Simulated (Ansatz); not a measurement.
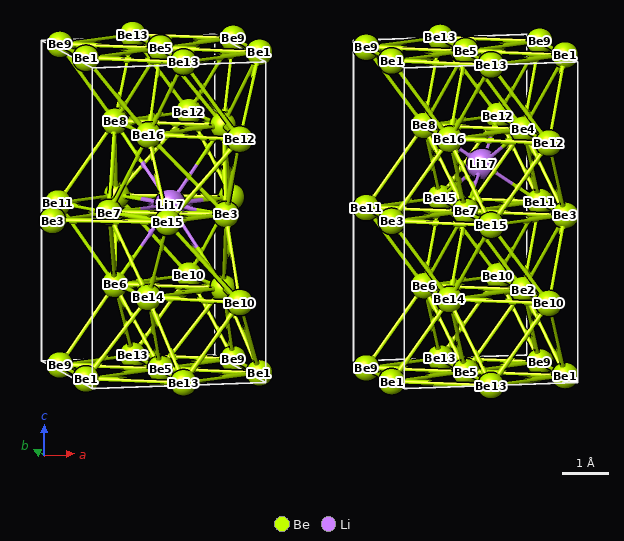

Two geometries of a defect cell of composition LiBe16, drawn at one scale. One is the start of a relaxation, the other its converged end. The picture is a ball-and-stick view of the cell of the calculation, reduced to other axes (origin shifted), seen slightly off an axis. Lengths and directions refer to the drawn axes.

All numbers below come from DFT PBEsol, scalar-relativistic, plane waves, PAW in Ansatz. Set-up: plane-wave cutoff 420 eV; k-point mesh 5 × 6 × 4; occupations gaussian; smearing width 0.1 eV; no spin polarisation; atoms relaxed in a fixed cell; force threshold 0.03 eV/Å; at most 60 steps.

Q: Which one is relaxed?

A: The left one is the relaxed one. It is an interstitial Li in hcp Be. The run prepares an end point of a later path (interstitial hop) calculation, from a guessed geometry. Over 13 accepted moves (14 points after the start) the energy falls by 4.598 eV per cell of the calculation. Largest force component: 4.1 eV/Å at the start, 0.011 eV/Å at the end. The line search rejected the trial step at point 3 of the run. Be7 moves most: 1.13 Å roughly along [−3 −1 0]. Largest moves by element: Be 1.13 Å, Li 1.00 Å. The cell doesn't change. Some distances before and after: Be7–Be11 2.290 → 3.697 Å, Be4–Be7 2.229 → 3.265 Å, Be2–Be7 2.229 → 3.265 Å, Be12–Li17 1.628 → 2.625 Å. New bonds form: Be2–Li17 (2.98 → 2.18 Å), Be3–Li17 (2.76 → 2.00 Å), Be6–Li17 (3.00 → 2.22 Å). Bonds break: Be12–Li17 (1.63 → 2.62 Å). Bond angles that change, for instance: Be7–Li17–Be11 92.7° → 179.0°, Be8–Li17–Be11 177.2° → 107.7°, Be4–Li17–Be15 177.9° → 114.9°. Cost: 3.8 min on 2 threads of Arm Neoverse N1, with other jobs on the host, peak memory 0.5 GiB.

Limits of the set-up: the periodic images lie only 4.0 Å apart, so the values are limited by the cell's size.
